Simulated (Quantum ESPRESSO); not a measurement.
# MgS (F-43m): modes at Γ and the response to a field

Which modes does MgS (F-43m) have at the zone centre?

Method: DFT LDA, scalar-relativistic, plane waves, GBRV ultrasoft pseudopotentials, in Quantum ESPRESSO 7.5.

## Step 1: The structure

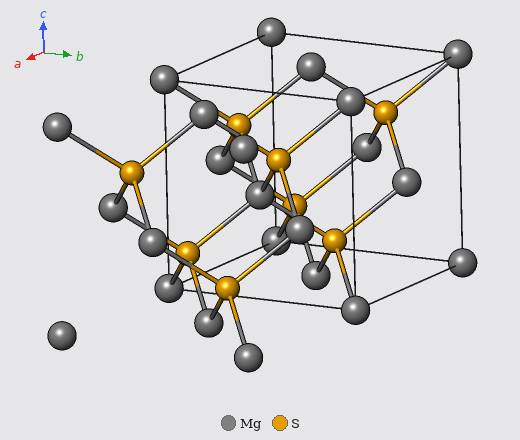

Start, viewed slightly off an axis; magnesium grey, sulfur orange. 2×1×1 cells are drawn. This picture shows the conventional cell, with its axes. Bonds to atoms that aren't drawn are left out. Some periodic images of atoms are drawn too.

## Step 2: A first look

Before anything dear is run, a loose run with smearing shows whether this is a metal and how far the cell is from rest.

The input, probe.in:

```
&control
   calculation = 'scf'
   prefix = 'x'
   outdir = './tmp'
   pseudo_dir = './pseudo'
   tprnfor = .true.
   tstress = .true.
   verbosity = 'high'
/
&system
   ibrav = 2
   celldm(1) = 10.70764195
   nat = 2
   ntyp = 2
   ecutwfc = 55.0
   ecutrho = 440.0
   occupations = 'smearing'
   smearing = 'gaussian'
   degauss = 0.01
/
&electrons
   conv_thr = 1.0d-07
   mixing_beta = 0.7
   electron_maxstep = 100
/
ATOMIC_SPECIES
 Mg     24.3050  Mg.upf
 S      32.0600  S.upf
ATOMIC_POSITIONS crystal
 Mg     0.000000000   0.000000000   0.000000000
 S      0.750000000   0.750000000   0.750000000
K_POINTS automatic
 6 6 6 0 0 0
```

Command:

```
$ OMP_NUM_THREADS=1 mpirun -n 4 pw.x -nk 4 -in probe.in > probe.out
```

What it wrote:

```text
[banners, grids, parts of the stress and lines that vanish by symmetry left out]
Program PWSCF v.7.5
     bravais-lattice index     =            2
     lattice parameter (alat)  =      10.7076  a.u.
[...]
kinetic-energy cutoff     =      55.0000  Ry
     charge density cutoff     =     440.0000  Ry
     scf convergence threshold =      1.0E-07
[...]
Exchange-correlation=  SLA  PZ   NOGX NOGC
                           (   1   1   0   0   0   0   0)
[...]
24 Sym. Ops. (no inversion) found
[...]
(     0          1          0      )
                  (     0          0          1      )
[...]
(  0.0000000  1.0000000  0.0000000 )
                  (  0.0000000  0.0000000  1.0000000 )
[...]
(     1          0         -1      )
                  (     0          0         -1      )
[...]
(  0.0000000  1.0000000  0.0000000 )
[...]
(    -1          0          1      )
                  (    -1          0          0      )
[...]
(  0.0000000  0.0000000  1.0000000 )
                  (  0.0000000 -1.0000000  0.0000000 )
[...]
number of k points=    16  Gaussian smearing, width (Ry)=  0.0100
[...]
End of self-consistent calculation
[...]
the Fermi energy is     5.1627 ev
!    total energy              =    -149.36244545 Ry
[...]
convergence has been achieved in   7 iterations
[...]
atom    1 type  1   force =    -0.00000000   -0.00000000    0.00000000
     atom    2 type  2   force =     0.00000000    0.00000000   -0.00000000
[...]
Total force =     0.000000     Total SCF correction =     0.000000
[...]
total   stress  (Ry/bohr**3)                   (kbar)     P=      -22.04
[...]
XML data file, charge density, pseudopotentials, collected wavefunctions

   JOB DONE.
```

Run time: 4.5 s. Hardware: 4 MPI ranks of Arm Neoverse V1, shared host; 16 s of CPU time.

This step gave:

```yaml
volume_per_atom: 22.74 Å³
pressure: -2.204 GPa
gap_on_the_k_mesh: 3.171 eV
```

A gap of 3.2 eV opens on this mesh, so the crystal is taken as an insulator; the start stands at -2.2 GPa.

## Step 3: Relaxing the cell and atoms

The relaxation runs at a cutoff a fifth above that of the response, since stress converges more slowly with the basis than frequencies do. Forces and stress are brought to rest with tight thresholds.

The input, relax.in:

```
&control
   calculation = 'vc-relax'
   prefix = 'x'
   outdir = './tmp'
   pseudo_dir = './pseudo'
   tprnfor = .true.
   tstress = .true.
   forc_conv_thr = 2.0d-05
   etot_conv_thr = 1.0d-07
   nstep = 40
/
&system
   ibrav = 2
   celldm(1) = 10.70764195
   nat = 2
   ntyp = 2
   ecutwfc = 66
   ecutrho = 528.0
   occupations = 'fixed'
   nbnd = 10
/
&electrons
   conv_thr = 1.0d-11
   mixing_beta = 0.7
   electron_maxstep = 100
/
&ions
/
&cell
   press_conv_thr = 0.2
/
ATOMIC_SPECIES
 Mg     24.3050  Mg.upf
 S      32.0600  S.upf
ATOMIC_POSITIONS crystal
 Mg     0.000000000   0.000000000   0.000000000
 S      0.750000000   0.750000000   0.750000000
K_POINTS automatic
 8 8 8 0 0 0
```

Command:

```
$ OMP_NUM_THREADS=1 mpirun -n 4 pw.x -nk 4 -in relax.in > relax.out
```

What it wrote:

```text
[banners, grids, parts of the stress and lines that vanish by symmetry left out]
[banner, memory and clock lines left out]
Program PWSCF v.7.5

[...]
kinetic-energy cutoff     =      66.0000  Ry
     charge density cutoff     =     528.0000  Ry
     scf convergence threshold =      1.0E-11
[...]
energy convergence thresh.=      1.0E-07
     force convergence thresh. =      2.0E-05
     press convergence thresh. =      2.0E-01
     Exchange-correlation=  SLA  PZ   NOGX NOGC
                           (   1   1   0   0   0   0   0)
[...]
24 Sym. Ops. (no inversion) found
[...]
number of k points=    29
[...]
End of self-consistent calculation
[...]
highest occupied, lowest unoccupied level (ev):     2.7779    5.9493
!    total energy              =    -149.36254091 Ry
[...]
convergence has been achieved in  21 iterations
[...]
atom    1 type  1   force =    -0.00000000    0.00000000   -0.00000000
     atom    2 type  2   force =     0.00000000    0.00000000    0.00000000
     Total force =     0.000000     Total SCF correction =     0.000000
[...]
total   stress  (Ry/bohr**3)                   (kbar)     P=      -22.21
[...]
number of bfgs steps    =   0
[...]
CELL_PARAMETERS (alat= 10.70764195)
[...]
ATOMIC_POSITIONS (crystal)
Mg              -0.0000000000        0.0000000000        0.0000000000
S                0.7500000000        0.7500000000        0.7500000000
[...]
New effective cutoffs (rho, wfc):  531.17   66.50
[...]
End of self-consistent calculation
[...]
highest occupied, lowest unoccupied level (ev):     2.8709    6.0983
!    total energy              =    -149.36299046 Ry
[...]
convergence has been achieved in   6 iterations
[...]
atom    1 type  1   force =    -0.00000000    0.00000000    0.00000000
     atom    2 type  2   force =    -0.00000000    0.00000000   -0.00000000
     Total force =     0.000000     Total SCF correction =     0.000000
[...]
total   stress  (Ry/bohr**3)                   (kbar)     P=      -16.14
[...]
number of bfgs steps    =   1
[...]
CELL_PARAMETERS (alat= 10.70764195)
[...]
ATOMIC_POSITIONS (crystal)
Mg               0.0000000000        0.0000000000        0.0000000000
S                0.7500000000        0.7500000000        0.7500000000
[...]
New effective cutoffs (rho, wfc):  537.26   67.26
[...]
End of self-consistent calculation
[...]
highest occupied, lowest unoccupied level (ev):     3.0134    6.3261
!    total energy              =    -149.36338546 Ry
[...]
convergence has been achieved in   8 iterations
[...]
atom    1 type  1   force =     0.00000000    0.00000000    0.00000000
     atom    2 type  2   force =     0.00000000    0.00000000   -0.00000000
     Total force =     0.000000     Total SCF correction =     0.000000
[...]
total   stress  (Ry/bohr**3)                   (kbar)     P=       -6.42
[...]
number of bfgs steps    =   2
[...]
CELL_PARAMETERS (alat= 10.70764195)
[...]
ATOMIC_POSITIONS (crystal)
[...]
New effective cutoffs (rho, wfc):  541.26   67.76
[...]
End of self-consistent calculation
[...]
highest occupied, lowest unoccupied level (ev):     3.1076    6.4765
!    total energy              =    -149.36345270 Ry
[...]
convergence has been achieved in   8 iterations
[...]
atom    1 type  1   force =     0.00000000   -0.00000000    0.00000000
     atom    2 type  2   force =    -0.00000000   -0.00000000    0.00000000
     Total force =     0.000000     Total SCF correction =     0.000000
[...]
total   stress  (Ry/bohr**3)                   (kbar)     P=        0.29
[...]
number of bfgs steps    =   3
[...]
CELL_PARAMETERS (alat= 10.70764195)
[...]
ATOMIC_POSITIONS (crystal)
[...]
New effective cutoffs (rho, wfc):  541.09   67.74
[...]
End of self-consistent calculation
[...]
highest occupied, lowest unoccupied level (ev):     3.1035    6.4700
!    total energy              =    -149.36345284 Ry
[...]
convergence has been achieved in   5 iterations
[...]
atom    1 type  1   force =    -0.00000000   -0.00000000    0.00000000
     atom    2 type  2   force =     0.00000000    0.00000000    0.00000000
     Total force =     0.000000     Total SCF correction =     0.000000
[...]
total   stress  (Ry/bohr**3)                   (kbar)     P=       -0.00
[...]
number of bfgs steps    =   4
[...]
small trust_radius: resetting bfgs history
[...]
CELL_PARAMETERS (alat= 10.70764195)
[...]
ATOMIC_POSITIONS (crystal)
[...]
New effective cutoffs (rho, wfc):  541.09   67.74
[...]
End of self-consistent calculation
[...]
highest occupied, lowest unoccupied level (ev):     3.1035    6.4700
!    total energy              =    -149.36345284 Ry
[...]
convergence has been achieved in   2 iterations
[...]
atom    1 type  1   force =     0.00000000    0.00000000    0.00000000
     atom    2 type  2   force =     0.00000000    0.00000000    0.00000000
     Total force =     0.000000     Total SCF correction =     0.000000
[...]
total   stress  (Ry/bohr**3)                   (kbar)     P=       -0.00
[...]
bfgs converged in   6 scf cycles and   5 bfgs steps
[...]
End of BFGS Geometry Optimization
     Final enthalpy           =    -149.3634528419 Ry
     File ./tmp/x.bfgs deleted, as requested
[...]
CELL_PARAMETERS (alat= 10.70764195)
[...]
ATOMIC_POSITIONS (crystal)
Mg               0.0000000000        0.0000000000       -0.0000000000
S                0.7500000000        0.7500000000        0.7500000000
[...]
Final scf calculation at the relaxed structure.
[...]
kinetic-energy cutoff     =      66.0000  Ry
     charge density cutoff     =     528.0000  Ry
     scf convergence threshold =      1.0E-13
[...]
press convergence thresh. =      2.0E-01
     Exchange-correlation=  SLA  PZ   NOGX NOGC
                           (   1   1   0   0   0   0   0)
[...]
24 Sym. Ops. (no inversion) found
[...]
number of k points=    29
[...]
c_bands:  1 eigenvalues not converged
     c_bands:  1 eigenvalues not converged
     c_bands:  1 eigenvalues not converged
     c_bands:  1 eigenvalues not converged
     c_bands:  1 eigenvalues not converged
     c_bands:  1 eigenvalues not converged
     c_bands:  1 eigenvalues not converged
[...]
End of self-consistent calculation
[...]
highest occupied, lowest unoccupied level (ev):     3.1035    6.4700
!    total energy              =    -149.36343014 Ry
[...]
convergence has been achieved in  13 iterations
[...]
atom    1 type  1   force =     0.00000000    0.00000000    0.00000000
     atom    2 type  2   force =     0.00000000    0.00000000    0.00000000
     Total force =     0.000000     Total SCF correction =     0.000000
[...]
total   stress  (Ry/bohr**3)                   (kbar)     P=        0.05
[...]
XML data file, charge density, pseudopotentials, collected wavefunctions
```

Run time: 49 s. Hardware: 4 MPI ranks.

Step by step:

| step | energy less that of the first step (eV) | largest force (eV/Å) | pressure (GPa) | volume (Å³) |
| --- | --- | --- | --- | --- |
| 1 | 0.0000 | 0.0000 | -2.22 | 45.48 |
| 2 | -0.0061 | 0.0000 | -1.61 | 44.97 |
| 3 | -0.0115 | 0.0000 | -0.64 | 44.20 |
| 4 | -0.0124 | 0.0000 | 0.03 | 43.72 |
| 5 | -0.0124 | 0.0000 | 0.00 | 43.74 |
| 6 | -0.0124 | 0.0000 | 0.00 | 43.74 |
| 7 | -0.0121 | 0.0000 | 0.01 | 43.74 |

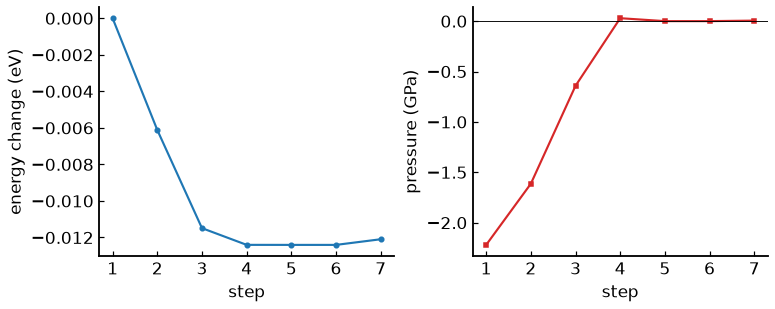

Energy and pressure along the relaxation.

| conventional cell, symmetrised | before | after | change |
| --- | --- | --- | --- |
| a (Å) | 5.666 | 5.593 | -1.3 % |
| b (Å) | 5.666 | 5.593 | -1.3 % |
| c (Å) | 5.666 | 5.593 | -1.3 % |
| volume (Å³/atom) | 22.74 | 21.87 | -3.8 % |

The relaxed structure:

```xyz
2
Lattice="-2.7964 0.0000 2.7964 0.0000 2.7964 2.7964 -2.7964 2.7964 0.0000" Properties=species:S:1:pos:R:3 pbc="T T T"
Mg    0.0000    0.0000    0.0000
S    -4.1946    4.1946    4.1946
```

The last row of the table of steps is pw.x's closing run on a basis chosen anew for the final cell, so its energy can jump.

Read from the output:

```yaml
volume_per_atom: 21.87 Å³
pressure: 0.005 GPa
gap_on_the_k_mesh: 3.366 eV
```

The volume changes by -3.8 % from the cell with which this run began.

## Step 4: Self-consistent run for the response

Perturbation theory inherits every error of the wavefunctions, so the threshold is set near the limit of the arithmetic. With a gap, occupations are fixed, which also allows the response to an electric field.

The input, scf.in:

```
&control
   calculation = 'scf'
   prefix = 'x'
   outdir = './tmp'
   pseudo_dir = './pseudo'
   tprnfor = .true.
   tstress = .true.
/
&system
   ibrav = 2
   celldm(1) = 10.56897674
   nat = 2
   ntyp = 2
   ecutwfc = 55.0
   ecutrho = 440.0
   occupations = 'fixed'
   nbnd = 10
/
&electrons
   conv_thr = 1.0d-12
   mixing_beta = 0.7
   electron_maxstep = 100
/
ATOMIC_SPECIES
 Mg     24.3050  Mg.upf
 S      32.0600  S.upf
ATOMIC_POSITIONS crystal
 Mg     0.000000000   0.000000000   0.000000000
 S      0.750000000   0.750000000   0.750000000
K_POINTS automatic
 8 8 8 0 0 0
```

Command:

```
$ OMP_NUM_THREADS=1 mpirun -n 4 pw.x -nk 4 -in scf.in > scf.out
```

What it wrote:

```text
[banners, grids, parts of the stress and lines that vanish by symmetry left out]
[banner, memory and clock lines left out]
Program PWSCF v.7.5

[...]
kinetic-energy cutoff     =      55.0000  Ry
     charge density cutoff     =     440.0000  Ry
     scf convergence threshold =      1.0E-12
[...]
Exchange-correlation=  SLA  PZ   NOGX NOGC
                           (   1   1   0   0   0   0   0)
[...]
24 Sym. Ops. (no inversion) found
[...]
number of k points=    29
[...]
End of self-consistent calculation
[...]
highest occupied, lowest unoccupied level (ev):     3.1035    6.4700
!    total energy              =    -149.36338096 Ry
[...]
convergence has been achieved in  13 iterations
[...]
atom    1 type  1   force =     0.00000000    0.00000000    0.00000000
     atom    2 type  2   force =     0.00000000    0.00000000    0.00000000
     Total force =     0.000000     Total SCF correction =     0.000000
[...]
total   stress  (Ry/bohr**3)                   (kbar)     P=        0.25
[...]
XML data file, charge density, pseudopotentials, collected wavefunctions
```

Wall time 8.2 s (4 MPI ranks).

This step gave:

```yaml
pressure: 0.02500 GPa
```

The cell stands at 0.025 GPa, close enough for phonons.

[end of part 1 of 4]

[Host names and launcher messages were left out of these logs when they were recorded.]

[Logs are printed without paths, hosts, clocks, repeated set-up lines and the standing remarks that a program may print on its own settings, such as how far it seeks lower states.]

[Hosts, paths, dates, database ids (printed as entryN), source tags and the programs' standing remarks are cut or masked in the printed files.]
